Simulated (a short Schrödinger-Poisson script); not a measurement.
Stack: MOS inversion layer, HfO2 on p-type Si(100), at 300 K.

```tsv
layer	material	thickness (nm)	Na (cm⁻³)
1	HfO2	2.8	-
2	Si	600	5.1e17
```

Constants are typed, rounded textbook-type inputs, not results; the design itself was drawn at random and stands for no fabricated device. HfO2: permittivity 22, conduction-band edge (eV) 1.55, gap (eV) 5.7, electron mass (mₑ) 0.2. Si: permittivity 11.7, conduction-band edge (eV) 0, gap (eV) 1.124, Nv at 300 K (cm⁻³) 3.1e19.

Channel valleys (confinement mass, in-plane density-of-states mass, number): Δ2 0.916, 0.19, 2; Δ4 0.19, 0.417, 4. At the gate the conduction-band edge of layer 1 lies 1.9 eV − eVg above the Fermi level of the channel; the field vanishes at the back. Gaps are held at their typed values at every temperature. Mesh 0.03 nm at interfaces.

Solved with a short Schrödinger-Poisson script written for these runs: 1D Poisson equation in equilibrium, electrons quantum, Hartree (BenDaniel-Duke, 12 states a valley, the channel's in-plane mass for all, wave functions ending at the dielectric), parabolic valleys, classical holes, full ionisation, no traps, pinning or gate leakage.

Only gate voltages with over 1e8 electrons/cm² are shown.

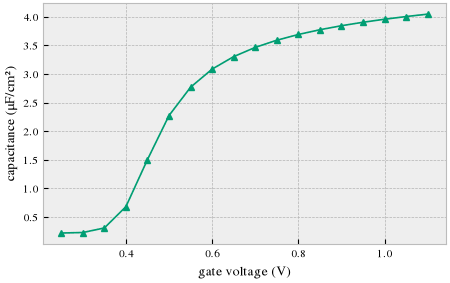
Fig. 1. Quasi-static capacitance against gate voltage

| Vg (V) | electrons (cm⁻²) | C (μF/cm²) | Δ2 E0 (meV) | Δ2 E1 (meV) | Δ4 E0 (meV) | Δ4 E1 (meV) |
|---|---|---|---|---|---|---|
| 0.25 | 5.54e8 | 0.221 | 241.8 | 305.6 | 300.7 | 405.3 |
| 0.35 | 1.94e10 | 0.309 | 148.9 | 215.4 | 210.3 | 319.4 |
| 0.45 | 3.90e11 | 1.50 | 69.5 | 139.9 | 134.7 | 248.0 |
| 0.55 | 1.73e12 | 2.77 | 26.4 | 103.9 | 99.0 | 216.3 |
| 0.65 | 3.63e12 | 3.30 | 1.3 | 86.8 | 82.4 | 203.1 |
| 0.75 | 5.79e12 | 3.59 | -17.5 | 76.1 | 72.0 | 195.7 |
| 0.85 | 8.08e12 | 3.77 | -33.6 | 68.1 | 64.3 | 190.7 |
| 0.95 | 1.05e13 | 3.90 | -48.2 | 61.5 | 58.0 | 187.0 |
| 1.05 | 1.29e13 | 4.00 | -62.1 | 55.7 | 52.4 | 184.0 |

Subbands count from the Fermi level.
